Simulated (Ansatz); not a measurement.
# BrGeH3 (SMILES [GeH3][Br]): what the fields show

The calculation's input:

```
crystal:
  periodic: [false, false, false]
  atoms:
    - {symbol: Br, position_ang: [-2.694280, -2.415784, -1.087879]}
    - {symbol: Ge, position_ang: [-1.419999, -0.475711, -1.318988]}
    - {symbol: H, position_ang: [-0.633040, -0.594861, -2.634284]}
    - {symbol: H, position_ang: [-2.393217, 0.713909, -1.353074]}
    - {symbol: H, position_ang: [-0.477998, -0.395571, -0.106667]}
basis:
  gaussian: {orbitals: def2-TZVPD}
hamiltonian: {xc: pbe0}
output: {forces: true, orbitals: {seedname: orbitals}}
```

Command:

```sh
ansatz run input.yaml --threads 1 --pin off --max-ram 2610MiB --events-out events.jsonl --progress --plain --runs-dir runs
```

Geometry: B3LYP-D3(BJ)/def2-SVP.

All numbers below come from Ansatz, isolated molecule in a Gaussian basis; Kohn-Sham density functional theory, functional PBE0.

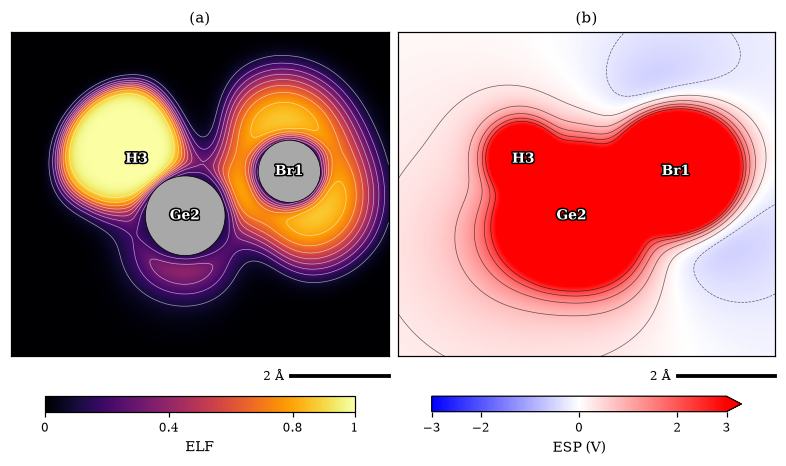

Figure 1. (a) ELF; (b) electrostatic potential on the plane of atoms Br1, Ge2 and H3. Grey discs cover the atomic cores in the ELF map.

Read the bonding off the picture.

Answer.
- The plane passes through Br, Ge and H nuclei.
- Ge–Br (2.33 Å): the ELF peaks at about 0.80 in the valence shell of Br, 1.0 Å from its nucleus, and is about 0.75 at the midpoint.
- Ge–H (1.54 Å): the ELF climbs to about 1 towards the hydrogen.
- The ELF also peaks beside Br1, away from the bonds: lone-pair regions.
- Outside the dense part of the molecule the potential is most negative (−0.5 V) near Br1.

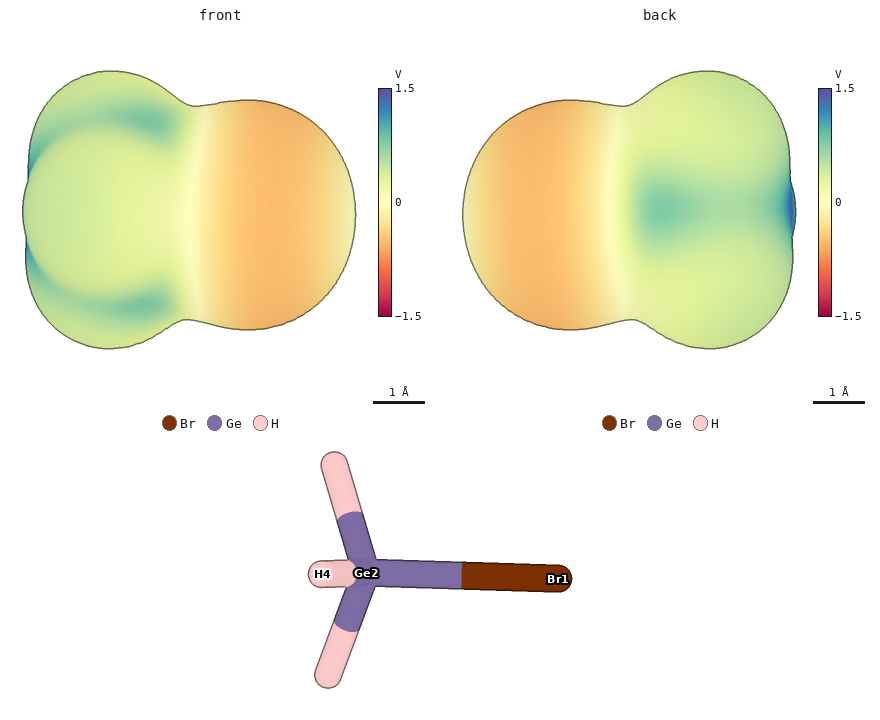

Figure 2. The molecular electrostatic potential painted on the density surface at 0.001 e/bohr³, seen from the front and from behind; the colour scale runs from red (negative) to blue (positive). The bare structure is drawn below in the same view.

Where is the surface potential most negative and most positive?

Answer. The most negative region (about −0.5 V) lies over Br1, the most positive (about +1.4 V) over Ge2.

What dipole moment does the calculation give?

Answer. Its dipole moment is 1.97 D.

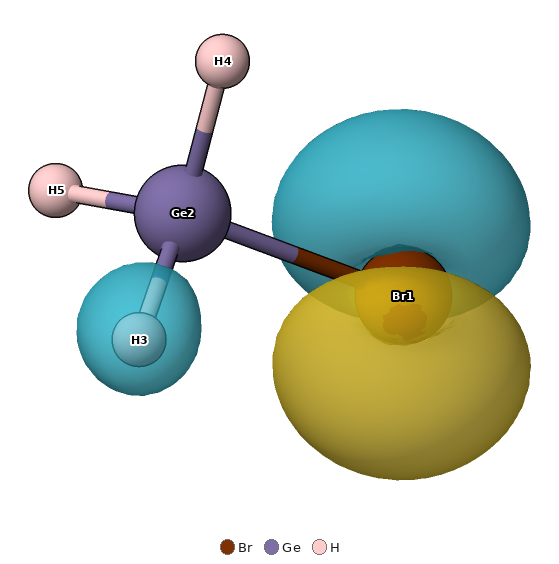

Figure 3. The HOMO at ±0.15 Å⁻³ᐟ² (yellow and cyan are the two phases), seen at a tilt.

Describe this orbital and give its energy.

Answer. Its weight (Hirshfeld) is mainly on Br1 (about 85 %) and Ge2 (about 10 %); largely a lone pair of Br1. It is one of a degenerate set, so its orientation is arbitrary. Its energy is −8.27 eV.
